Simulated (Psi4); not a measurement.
# SnH3F (SMILES [F][SnH3]) at 3 levels

We compute a comparison of 3 runs (PBE/3-21G, RPBE/3-21G, SVWN5/def2-SVP) of SnH3F. 

The results are computed with Psi4 1.11.

6 further runs of the same task are left out: 5 that didn't finish, 1 set aside as unsound or not needed.

**1. The molecule**

SnH3F has 5 atoms, charge 0, and is taken as a singlet. As SMILES, `[F][SnH3]`. The coordinates come from a PBE0-D4/def2-TZVP relaxation.

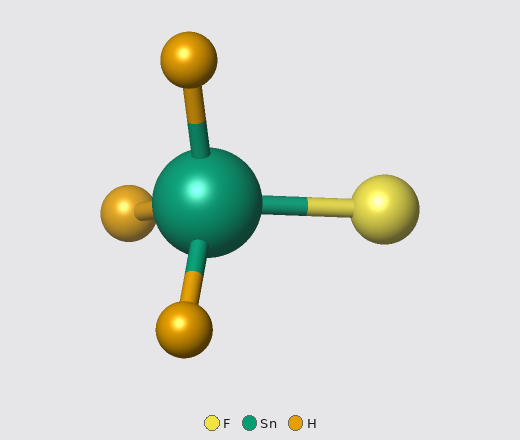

Viewed from a chosen angle; fluorine yellow, tin teal, hydrogen amber.

**2. The energy at PBE/3-21G (run 1)**

Input file input.in:

```
memory 1600 MB

molecule molecule1 {
  F     -1.285000     0.718300     1.005000
  Sn     0.100400    -0.065900    -0.079000
  H     -0.528400    -0.054800    -1.659100
  H      0.318900    -1.626500     0.560600
  H      1.444100     0.955200     0.131000
  units angstrom
  symmetry c1
  no_reorient
  no_com
}

set {
  basis                3-21G
  puream               true
  e_convergence        1e-09
  d_convergence        1e-08
  scf_type             pk
  dft_radial_points    99
  dft_spherical_points 590
}

result, w = energy("pbe", return_wfn=True)
oeprop(w, "QUADRUPOLE", "LOWDIN_CHARGES", "DIPOLE")
```

The run is started by

```sh
psi4 -i input.in -o input.out -n 1
```

input.out:

```text
[...]
  Running in c1 symmetry.
[...]
  Nuclear repulsion =  175.841538022273397
[...]
  Multiplicity = 1
[...]
  Nalpha       = 31
  Nbeta        = 31
[...]
    Number of basis functions: 46
[...]
   @RKS iter   1: -6099.05098597471078   -2.61394e+00   1.16265e-02 ADIIS/DIIS
[...]
   @RKS iter   9: -6099.24220609076565   -1.63709e-11   9.82162e-09 DIIS
[...]
    Orbital Energies [Eh]
    ---------------------
    Doubly Occupied:
       1A   -1021.576350     2A   -150.939702     3A   -140.708040
       4A   -140.707421     5A   -140.707421     6A    -29.099572
       7A    -24.799996     8A    -24.798734     9A    -24.798734
      10A    -24.059071    11A    -17.533830    12A    -17.532482
      13A    -17.532481    14A    -17.531747    15A    -17.531747
      16A     -4.584200    17A     -3.165618    18A     -3.163699
      19A     -3.163699    20A     -1.056212    21A     -1.029748
      22A     -1.029748    23A     -1.025562    24A     -1.025562
      25A     -0.954905    26A     -0.460207    27A     -0.319008
      28A     -0.319003    29A     -0.310248    30A     -0.251718
      31A     -0.251716
[...]
  @RKS Final Energy: -6099.24220609076565
   => Energetics <=
    Nuclear Repulsion Energy =            175.8415380222733972
    One-Electron Energy =               -8766.5099461406898627
    Two-Electron Energy =                2663.5774149722083166
    DFT Exchange-Correlation Energy =    -172.1512129445581820
    Empirical Dispersion Energy =           0.0000000000000000
    VV10 Nonlocal Energy =                  0.0000000000000000
    Total Energy =                      -6099.2422060907656487
[...]
 Multipole Moments:
 ------------------------------------------------------------------------------------
     Multipole            Electronic (a.u.)      Nuclear  (a.u.)        Total (a.u.)
 ------------------------------------------------------------------------------------
 L = 1.  Multiply by 2.5417464519 to convert [e a0] to [Debye]
 Dipole X            :         10.6189357          -10.0352016            0.5837340
 Dipole Y            :         -4.9481252            4.6177348           -0.3303904
 Dipole Z            :         -8.2564952            7.7998446           -0.4566506
 Magnitude           :                                                    0.8114389
 L = 2.  Multiply by 1.3450342976 to convert [e a0^2] to [Debye ang]
 Quadrupole XX       :        -89.5813468           63.6769482          -25.9043986
 Quadrupole XY       :         28.2889933          -27.6696377            0.6193556
[...]
```

Run time: 9 s. Hardware: 1 thread of AMD EPYC 7R43 (Zen 3), shared host; peak memory 0.46 GiB.

**3. Energy and one-electron properties at RPBE/3-21G (run 2)**

Input file fh3sn.inp:

```
memory 1600 MB

molecule {
  0 1
  F
  Sn 1 r2
  H 2 r3 1 a3
  H 2 r4 3 a4 1 d4
  H 2 r5 3 a5 4 d5

  r2 = 1.92597
  r3 = 1.700655
  a3 = 104.73297
  r4 = 1.700677
  a4 = 113.76076
  d4 = 113.77532
  r5 = 1.700669
  a5 = 113.76213
  d5 = 132.44928
  no_reorient
  no_com
}

set globals {
  basis 3-21G
  reference rks
  scf_type pk
}

E, wfn = energy('rpbe', return_wfn=True)
oeprop(wfn, 'WIBERG_LOWDIN_INDICES', 'DIPOLE', 'MAYER_INDICES', 'ESP_AT_NUCLEI', 'MBIS_CHARGES', title='RPBE')
print_variables()
```

The run is started by

```sh
psi4 -n 1 fh3sn.inp fh3sn.out
```

fh3sn.out:

```text
[...]
  Running in c1 symmetry.
[...]
  Nuclear repulsion =  175.841514634885868
[...]
  Multiplicity = 1
[...]
  Nalpha       = 31
  Nbeta        = 31
[...]
    Number of basis functions: 48
[...]
   @RKS iter   1: -6099.82708455326792   -4.20438e+00   1.48487e-02 DIIS/ADIIS
[...]
   @RKS iter   8: -6100.04785046744837   -6.46378e-08   8.00268e-08 DIIS
[...]
    Orbital Energies [Eh]
    ---------------------
    Doubly Occupied:
       1A   -1022.050884     2A   -150.984235     3A   -140.732969
       4A   -140.732279     5A   -140.732279     6A    -29.117571
       7A    -24.809229     8A    -24.807806     9A    -24.807806
      10A    -24.077857    11A    -17.541391    12A    -17.539951
      13A    -17.539951    14A    -17.539147    15A    -17.539147
      16A     -4.588659    17A     -3.169168    18A     -3.167305
      19A     -3.167305    20A     -1.057865    21A     -1.031382
      22A     -1.031381    23A     -1.027307    24A     -1.027307
      25A     -0.957500    26A     -0.457961    27A     -0.318093
      28A     -0.318087    29A     -0.308498    30A     -0.251145
      31A     -0.251143
[...]
  @RKS Final Energy: -6100.04785046744837
   => Energetics <=
    Nuclear Repulsion Energy =            175.8415146348858684
    One-Electron Energy =               -8766.1411954965078621
    Two-Electron Energy =                2662.5876871203454357
    DFT Exchange-Correlation Energy =    -172.3358567261716416
    Empirical Dispersion Energy =           0.0000000000000000
    VV10 Nonlocal Energy =                  0.0000000000000000
    Total Energy =                      -6100.0478504674483702
[...]
 Multipole Moments:
 ------------------------------------------------------------------------------------
     Multipole            Electronic (a.u.)      Nuclear  (a.u.)        Total (a.u.)
 ------------------------------------------------------------------------------------
 L = 1.  Multiply by 2.5417464519 to convert [e a0] to [Debye]
 Dipole X            :          0.0000432           -0.0000239            0.0000194
 Dipole Y            :          0.0002036           -0.0001354            0.0000682
 Dipole Z            :          1.9843806           -1.1768157            0.8075649
 Magnitude           :                                                    0.8075649
[...]
```

Wall time 36 s (1 thread of AMD EPYC 7R43 (Zen 3), shared host); peak memory 0.3 GiB.

Atomic charges (e):

```csv
atom,MBIS
F1,-0.468
Sn2,+1.322
H3,-0.285
H4,-0.285
H5,-0.285
```

**4. Energy and gradient at SVWN5/def2-SVP (core potential) (run 3)**

Input file fh3sn.py:

```python
import psi4

psi4.set_memory('1600 MB')
psi4.set_num_threads(1)
psi4.core.set_output_file('run.log', False)

molecule = psi4.geometry("""
0 1
F
Sn 1 1.92597
H 2 1.700655 1 104.73297
H 2 1.700677 3 113.76076 1 113.77532
H 2 1.700669 3 113.76213 4 132.44928
symmetry c1
no_reorient
no_com
""")

options = {'basis': 'def2-SVP', 'puream': True, 'e_convergence': 1e-09, 'd_convergence': 1e-08, 'scf_type': 'pk', 'dft_radial_points': 99, 'dft_spherical_points': 590}
psi4.set_options(options)

energy_value, wavefunction = psi4.gradient("scf", dft_functional={"name": "SVWN5", "x_functionals": {"LDA_X": {}}, "c_functionals": {"LDA_C_VWN": {}}}, return_wfn=True)
print('gradient / Eh bohr^-1')
print(energy_value.np.round(6))
print(f'energy = {wavefunction.energy():.10f} Eh')
```

The run is started by

```sh
python fh3sn.py
```

run.log:

```text
[...]
    !!!  WARNING: ECP capability is in beta. Please check occupations closely.  !!!
[...]
  Running in c1 symmetry.
[...]
  Nuclear repulsion =   80.464971662716536
[...]
  Multiplicity = 1
[...]
  Nalpha       = 17
  Nbeta        = 17
[...]
    Number of basis functions: 55
[...]
   @RKS iter   1:  -314.73540153550465   -1.29745e+00   9.26681e-03 DIIS/ADIIS
[...]
   @RKS iter  11:  -314.84837736926067   -1.25056e-12   2.36628e-09 DIIS
[...]
    Orbital Energies [Eh]
    ---------------------
    Doubly Occupied:
       1A    -24.031301     2A     -4.898133     3A     -3.284037
       4A     -3.280619     5A     -3.280619     6A     -1.010187
       7A     -0.956921     8A     -0.956921     9A     -0.953138
      10A     -0.953138    11A     -0.919669    12A     -0.490785
      13A     -0.340835    14A     -0.332036    15A     -0.332033
      16A     -0.281413    17A     -0.281409
[...]
  @RKS Final Energy:  -314.84837736926067
   => Energetics <=
    Nuclear Repulsion Energy =             80.4649716627165361
    One-Electron Energy =                -677.9209428904009656
    Two-Electron Energy =                 311.1727992951514352
    DFT Exchange-Correlation Energy =     -28.5652054367276129
    Empirical Dispersion Energy =           0.0000000000000000
    VV10 Nonlocal Energy =                  0.0000000000000000
    Total Energy =                       -314.8483773692606746
[...]
 Multipole Moments:
 ------------------------------------------------------------------------------------
     Multipole            Electronic (a.u.)      Nuclear  (a.u.)        Total (a.u.)
 ------------------------------------------------------------------------------------
 L = 1.  Multiply by 2.5417464519 to convert [e a0] to [Debye]
 Dipole X            :          0.0000427           -0.0000324            0.0000103
 Dipole Y            :          0.0002362           -0.0001835            0.0000527
 Dipole Z            :         15.3263253          -14.3308793            0.9954460
 Magnitude           :                                                    0.9954460
[...]
  -Total Gradient:
     Atom            X                  Y                   Z
    ------   -----------------  -----------------  -----------------
       1        0.000000128958    -0.000002058116     0.006412412812
       2        0.000001991484    -0.000000207113    -0.002869115188
       3       -0.000000536447     0.003535493587    -0.001181338382
       4        0.003054567105    -0.001766277808    -0.001178376944
       5       -0.003057074398    -0.001766203004    -0.001179267922
[...]
```

On the terminal:

```text
gradient / Eh bohr^-1
[[ 0.000e+00 -2.000e-06  6.412e-03]
 [ 2.000e-06 -0.000e+00 -2.869e-03]
 [-1.000e-06  3.535e-03 -1.181e-03]
 [ 3.055e-03 -1.766e-03 -1.178e-03]
 [-3.057e-03 -1.766e-03 -1.179e-03]]
energy = -314.8483773693 Eh
```

It took 10 s on 1 thread of AMD EPYC 7R43 (Zen 3), shared host; peak memory 0.33 GiB.

**5. The series**

```csv
run,level,task,Cartesian functions,energy (Eh),dipole moment (D),HOMO energy (eV),LUMO energy (eV),wall time
1,PBE/3-21G,energy,no,-6099.242206,2.06,-6.85,-0.85,9 s
2,RPBE/3-21G,properties,yes,-6100.047850,2.05,-6.83,-0.80,36 s
3,SVWN5/def2-SVP (core potential),gradient,no,-314.848377,2.53,-7.66,-1.53,10 s
```

**6. Summary of results**

```
                       quantity          value
            run 3: total energy  -314.84838 Eh
           run 3: dipole moment         2.53 D
             run 3: HOMO energy       -7.66 eV
             run 3: LUMO energy       -1.53 eV
           run 3: HOMO–LUMO gap        6.13 eV
run 3: largest force on an atom     0.330 eV/Å
```

What this shows: The dipole moment (its size) runs from 2.05 D (RPBE/3-21G) to 2.53 D (SVWN5/def2-SVP). The two ends differ in method and basis and core potential. The HOMO–LUMO gap runs from 6.00 eV (PBE/3-21G) to 6.13 eV (SVWN5/def2-SVP). Totals of different functionals can't be ranked against each other. Some runs of one species differ in core potentials or relativity; totals across that change don't compare. In runs 1, 2 relativity is left out where basis or elements ask for it. All runs together took 56 s, the longest 36 s.
